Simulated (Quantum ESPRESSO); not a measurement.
# two Co on Zn sites of ZnO, 4.57 Å apart: parallel and opposed starts, part 2 of 2

Aim: find out which collinear order of two Co on Zn sites of ZnO, 4.57 Å apart costs least.

Quantum ESPRESSO 7.5; PBE; plane waves with GBRV 1.5 PBE potentials, no spin-orbit coupling.

So far: The starting structure; Start 1: ferro ++.

## 3. Start 2: antiferro +−

Input file pw.in:

```
&CONTROL
  calculation = 'scf'
  prefix = 'pwscf'
  outdir = './tmp'
  pseudo_dir = './pseudo'
  disk_io = 'nowf'
/
&SYSTEM
  ibrav = 0
  celldm(1) = 8
  nat = 16
  ntyp = 4
  ecutwfc = 40
  ecutrho = 280
  nbnd = 124
  occupations = 'smearing'
  smearing = 'fd'
  degauss = 0.00367493
  nspin = 2
  starting_magnetization(1) = 0.1588
  starting_magnetization(2) = 0
  starting_magnetization(3) = 0
  starting_magnetization(4) = -0.1588
/
&ELECTRONS
  conv_thr = 3.2d-08
  electron_maxstep = 150
  mixing_beta = 0.3
/
ATOMIC_SPECIES
Co1    58.9332 co_pbe_v1.2.uspp.F.UPF
Zn     65.3800 zn_pbe_v1.uspp.F.UPF
O      15.9990 o_pbe_v1.2.uspp.F.UPF
Co2    58.9332 co_pbe_v1.2.uspp.F.UPF
CELL_PARAMETERS alat
   1.5354024762584    0.0000000000000    0.0000000000000
  -0.7677012381292    1.3296975200411    0.0000000000000
   0.0000000000000    0.0000000000000    1.2299754913658
ATOMIC_POSITIONS crystal
Co1     0.1666666700    0.3333333300    0.0000000000
Zn      0.3333333300    0.1666666700    0.5000000000
O       0.1666666700    0.3333333300    0.3820000000
O       0.3333333300    0.1666666700    0.8820000000
Zn      0.1666666700    0.8333333300    0.0000000000
Zn      0.3333333300    0.6666666700    0.5000000000
O       0.1666666700    0.8333333300    0.3820000000
O       0.3333333300    0.6666666700    0.8820000000
Zn      0.6666666700    0.3333333300    0.0000000000
Zn      0.8333333300    0.1666666700    0.5000000000
O       0.6666666700    0.3333333300    0.3820000000
O       0.8333333300    0.1666666700    0.8820000000
Zn      0.6666666700    0.8333333300    0.0000000000
Co2     0.8333333300    0.6666666700    0.5000000000
O       0.6666666700    0.8333333300    0.3820000000
O       0.8333333300    0.6666666700    0.8820000000
K_POINTS automatic
4 4 5 0 0 0
```

Launch:

```console
$ OMP_NUM_THREADS=1 mpirun -n 4 pw.x -nk 4 -in pw.in > pw.out
```

The program printed:

```text
[banner, memory and clock lines left out]
Program PWSCF v.7.5 starts

     Message from routine setup:
     using ibrav=0 with symmetry is DISCOURAGED, use correct ibrav instead

     bravais-lattice index     =            0
     lattice parameter (alat)  =       8.0000  a.u.
     unit-cell volume          =    1285.7055 (a.u.)^3
     number of atoms/cell      =           16
     number of atomic types    =            4
     number of electrons       =       202.00
     number of Kohn-Sham states=          124
     kinetic-energy cutoff     =      40.0000  Ry
     charge density cutoff     =     280.0000  Ry
     scf convergence threshold =      3.2E-08
     mixing beta               =       0.3000
     number of iterations used =            8  plain     mixing
     Exchange-correlation= SLA  PW   PBE  PBE
                           (   1   4   3   4   0   0   0)

     celldm(1)=   8.000000  celldm(2)=   0.000000  celldm(3)=   0.000000
     celldm(4)=   0.000000  celldm(5)=   0.000000  celldm(6)=   0.000000

     crystal axes: (cart. coord. in units of alat)
               a(1) = (   1.535402   0.000000   0.000000 )
               a(2) = (  -0.767701   1.329698   0.000000 )
               a(3) = (   0.000000   0.000000   1.229975 )

     reciprocal axes: (cart. coord. in units 2 pi/alat)
               b(1) = (  0.651295  0.376025 -0.000000 )
               b(2) = (  0.000000  0.752051  0.000000 )
               b(3) = (  0.000000 -0.000000  0.813024 )

     PseudoPot. # 1 for Co read from file:
     co_pbe_v1.2.uspp.F.UPF
     Pseudo is Ultrasoft + core correction, Zval = 17.0

     PseudoPot. # 2 for Zn read from file:
     zn_pbe_v1.uspp.F.UPF
     Pseudo is Ultrasoft, Zval = 20.0

     PseudoPot. # 3 for O  read from file:
     o_pbe_v1.2.uspp.F.UPF
     Pseudo is Ultrasoft + core correction, Zval =  6.0

     PseudoPot. # 4 for Co read from file:
     co_pbe_v1.2.uspp.F.UPF
     Pseudo is Ultrasoft + core correction, Zval = 17.0

     atomic species   valence    mass     pseudopotential
     Co1              17.00    58.93320     Co( 1.00)
     Zn               20.00    65.38000     Zn( 1.00)
     O                 6.00    15.99900     O ( 1.00)
     Co2              17.00    58.93320     Co( 1.00)

     Starting magnetic structure
     atomic species   magnetization
     Co1             0.159
     Zn              0.000
     O               0.000
     Co2            -0.159

      6 Sym. Ops. (no inversion) found ( 4 have fractional translation)

   Cartesian axes

     site n.     atom                  positions (alat units)
         1        Co1    tau(   1) = (   0.0000000   0.4432325   0.0000000  )
         2        Zn     tau(   2) = (   0.3838506   0.2216163   0.6149877  )
         3        O      tau(   3) = (   0.0000000   0.4432325   0.4698506  )
         4        O      tau(   4) = (   0.3838506   0.2216163   1.0848384  )
         5        Zn     tau(   5) = (  -0.3838506   1.1080813   0.0000000  )
         6        Zn     tau(   6) = (  -0.0000000   0.8864650   0.6149877  )
         7        O      tau(   7) = (  -0.3838506   1.1080813   0.4698506  )
         8        O      tau(   8) = (  -0.0000000   0.8864650   1.0848384  )
         9        Zn     tau(   9) = (   0.7677012   0.4432325   0.0000000  )
        10        Zn     tau(  10) = (   1.1515518   0.2216163   0.6149877  )
        11        O      tau(  11) = (   0.7677012   0.4432325   0.4698506  )
        12        O      tau(  12) = (   1.1515518   0.2216163   1.0848384  )
        13        Zn     tau(  13) = (   0.3838506   1.1080813   0.0000000  )
        14        Co2    tau(  14) = (   0.7677012   0.8864650   0.6149877  )
        15        O      tau(  15) = (   0.3838506   1.1080813   0.4698506  )
        16        O      tau(  16) = (   0.7677012   0.8864650   1.0848384  )

     number of k points=    14  Fermi-Dirac smearing, width (Ry)=  0.0037
                       cart. coord. in units 2pi/alat
        k(    1) = (   0.0000000   0.0000000   0.0000000), wk =   0.0125000
        k(    2) = (   0.0000000   0.0000000   0.1626049), wk =   0.0250000
        k(    3) = (   0.0000000   0.0000000   0.3252097), wk =   0.0250000
        k(    4) = (   0.0000000   0.1880127   0.0000000), wk =   0.0750000
        k(    5) = (   0.0000000   0.1880127   0.1626049), wk =   0.0750000
        [... 9 further k-points ...]

     Dense  grid:   101633 G-vectors     FFT dimensions: (  72,  72,  54)

     Smooth grid:    43977 G-vectors     FFT dimensions: (  50,  50,  40)

     Check: negative core charge=   -0.000014
     Generating pointlists ...
     new r_m :   0.1924 (alat units)  1.5391 (a.u.) for type    1
     new r_m :   0.1924 (alat units)  1.5391 (a.u.) for type    2
     new r_m :   0.1924 (alat units)  1.5391 (a.u.) for type    3
     new r_m :   0.1924 (alat units)  1.5391 (a.u.) for type    4

     Initial potential from superposition of free atoms

     starting charge     199.9991, renormalised to     202.0000
     Starting wfcs are  136 randomized atomic wfcs

     Self-consistent Calculation

     iteration #  1     ecut=    40.00 Ry     beta= 0.30
     Davidson diagonalization with overlap
     ethr =  1.00E-02,  avg # of iterations =  3.9

     total energy              =   -3619.76380169 Ry
     estimated scf accuracy    <      14.58881595 Ry

     total magnetization       =     0.00 Bohr mag/cell
     absolute magnetization    =     3.44 Bohr mag/cell

     iteration #  2     ecut=    40.00 Ry     beta= 0.30
     Davidson diagonalization with overlap
     ethr =  7.22E-03,  avg # of iterations =  2.2

     total energy              =   -3619.97492817 Ry
     estimated scf accuracy    <      41.67864903 Ry

     total magnetization       =    -0.00 Bohr mag/cell
     absolute magnetization    =     4.95 Bohr mag/cell

     [... further iterations left out ...]

     iteration # 13     ecut=    40.00 Ry     beta= 0.30
     Davidson diagonalization with overlap
     ethr =  2.63E-10,  avg # of iterations =  2.0

     total energy              =   -3624.92274680 Ry
     estimated scf accuracy    <       0.00000007 Ry

     total magnetization       =    -0.00 Bohr mag/cell
     absolute magnetization    =     6.05 Bohr mag/cell

     iteration # 14     ecut=    40.00 Ry     beta= 0.30
     Davidson diagonalization with overlap
     ethr =  3.54E-11,  avg # of iterations =  2.0

     Magnetic moment per site  (integrated on atomic sphere of radius R)
     atom   1 (R=0.192)  charge= 14.2855  magn=  2.3564
     atom   2 (R=0.192)  charge= 17.4194  magn= -0.0023
     atom   3 (R=0.192)  charge=  5.4312  magn=  0.0711
     atom   4 (R=0.192)  charge=  5.4309  magn=  0.0795
     atom   5 (R=0.192)  charge= 17.4194  magn=  0.0023
     atom   6 (R=0.192)  charge= 17.4194  magn= -0.0023
     atom   7 (R=0.192)  charge=  5.4309  magn= -0.0795
     atom   8 (R=0.192)  charge=  5.4309  magn=  0.0795
     atom   9 (R=0.192)  charge= 17.4194  magn=  0.0023
     atom  10 (R=0.192)  charge= 17.4194  magn= -0.0023
     atom  11 (R=0.192)  charge=  5.4309  magn= -0.0795
     atom  12 (R=0.192)  charge=  5.4309  magn=  0.0795
     atom  13 (R=0.192)  charge= 17.4194  magn=  0.0023
     atom  14 (R=0.192)  charge= 14.2855  magn= -2.3564
     atom  15 (R=0.192)  charge=  5.4309  magn= -0.0795
     atom  16 (R=0.192)  charge=  5.4312  magn= -0.0711

     End of self-consistent calculation

     [... lines left out ...]
     the Fermi energy is    10.5683 ev

!    total energy              =   -3624.92274694 Ry
     estimated scf accuracy    <       0.00000002 Ry
     smearing contrib. (-TS)   =      -0.00128982 Ry
     internal energy E=F+TS    =   -3624.92145712 Ry

     The total energy is F=E-TS. E is the sum of the following terms:
     one-electron contribution =   -2866.10847137 Ry
     hartree contribution      =    1519.93073678 Ry
     xc contribution           =    -377.73837724 Ry
     ewald contribution        =   -1901.00534530 Ry

     total magnetization       =    -0.00 Bohr mag/cell
     absolute magnetization    =     6.05 Bohr mag/cell

     convergence has been achieved in  14 iterations
```

Wall time 2.1 min (4 MPI ranks of Intel Xeon Platinum 8488C (Sapphire Rapids), shared host); peak memory 1.2 GiB; 8.5 min of CPU time.

Spin moment in the atom's sphere by atom:

| atom | spin moment in the atom's sphere (μB) |
| --- | --- |
| Co1 | 2.36 |
| Zn2 | 0.00 |
| O3 | 0.07 |
| O4 | 0.08 |
| Zn5 | 0.00 |
| Zn6 | 0.00 |
| O7 | -0.08 |
| O8 | 0.08 |
| Zn9 | 0.00 |
| Zn10 | 0.00 |
| O11 | -0.08 |
| O12 | 0.08 |
| Zn13 | 0.00 |
| Co14 | -2.36 |
| O15 | -0.08 |
| O16 | -0.07 |

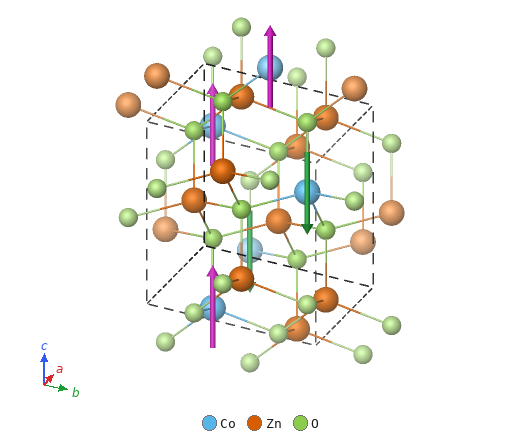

Spin moment in the atom's sphere as arrows, the longest 2.36 μB. Up and down stand for the sign. Arrows give size and sign along the axis of quantisation, drawn up and down the page. The two directions have two colours. Some periodic images of atoms are drawn too.

This step gave:

```yaml
smearing_term_ts: 0.01755 eV
magnetization: 0 μB
absolute_magnetization: 6.051 μB
final_state: antiferromagnetic
```

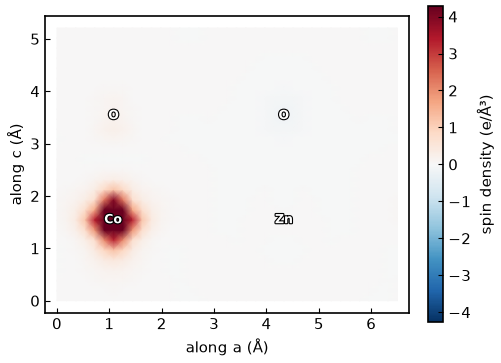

Spin density in the ac plane at fractional y = 0.333, with atoms of Co and O and Zn within 0.2 Å of it. The map starts off the cell's origin, so that atoms lie inside it.

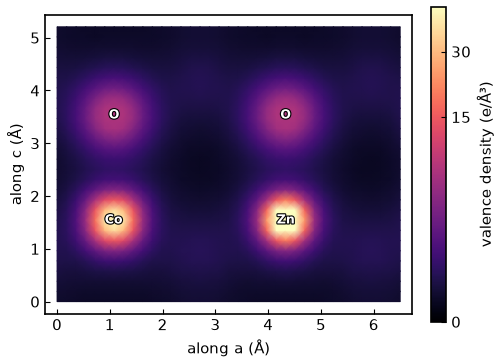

Valence density in the ac plane at fractional y = 0.333, with atoms of Co and O and Zn within 0.2 Å of it. It is the smooth field of the valence electrons, not physical close to the nuclei. The map starts off the cell's origin, so that atoms lie inside it. The colour scale is stretched toward low values.

## 4. The states side by side

An order is kept where moments of 0.15 μB or more survive with the typed signs; meshes match where a doubled cell samples the same k points as the first cell.

Orders:

| start | final state | typed order kept | energy over the lowest (meV a seeded atom) | largest site moment (μB) | net moment (μB a cell of the first run) | mesh matched | CPU time (s) |
| --- | --- | --- | --- | --- | --- | --- | --- |
| ferro ++ | ferromagnetic | yes | 0 | 2.359 | 6.039 | yes | 411.8 |
| antiferro +- | antiferromagnetic | yes | 0.2747 | 2.356 | 0 | yes | 511.5 |

## 5. What came out

```
lowest state found      : ferromagnetic (from ferro ++)
largest site moment     : 2.36 μB
next state with moments : antiferromagnetic, 0.275 meV a seeded atom higher
```

In words: The two lowest states lie so close that the mesh, the smearing, the functional or spin–orbit coupling could swap them. This is the lowest of 2 collinear or spinless starts, no proof of the ground state. No Hubbard term acts here. In such compounds local and semilocal functionals without one often delocalise the d electrons, and can shrink or lose moments and miss the size, sign and order of the couplings. The smearing term is large for its width, so states at the Fermi level are partly filled: at this level the cell is a metal or has a gap of a few widths at most. The cell was built by rule and the atoms were not relaxed, which can move these energies.

[Logs and program files are shortened in this print: banners, set-up blocks, solver, clock and traceback lines can be left out without a mark of their own.]

[Logs are printed without paths, hosts, clocks, repeated set-up lines and the standing remarks that a program may print on its own settings, such as how far it seeks lower states.]

[Hosts, paths, dates, database ids (printed as entryN), source tags and the programs' standing remarks are cut or masked in the printed files.]

[Where a cell is said to come from a database of computed structures, the database is the Materials Project.]
